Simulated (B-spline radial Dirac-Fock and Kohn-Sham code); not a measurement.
Te⁴⁺ in the configuration [Kr] 4d10 5s2, inside a Watson sphere of charge −4 and radius 2 Å that stands in for a crystal. Method: Dirac–Fock ΔSCF (average of configuration, Fermi nucleus, Breit and QED terms, no correlation) (computed with a B-spline radial atomic code).

A figure with this caption is to be made: «Shifts of Kα satellites and hypersatellites with the number of spectator holes in 2p, counted from the Kα line without spectators.» What will it show?

The Kα centroid lies at 27.380 keV. One spectator hole shifts it by 71.0 eV and 5 holes by 368 eV; the steps grow from 71.0 eV to 76.2 eV. The hypersatellite (both 1s electrons missing) lies 620 eV above Kα as an average over its terms.

The result:

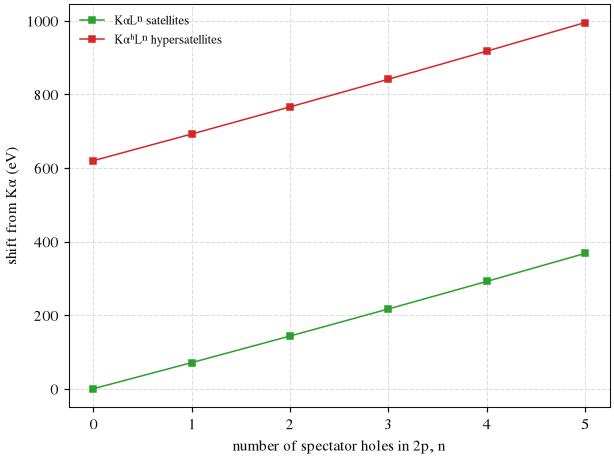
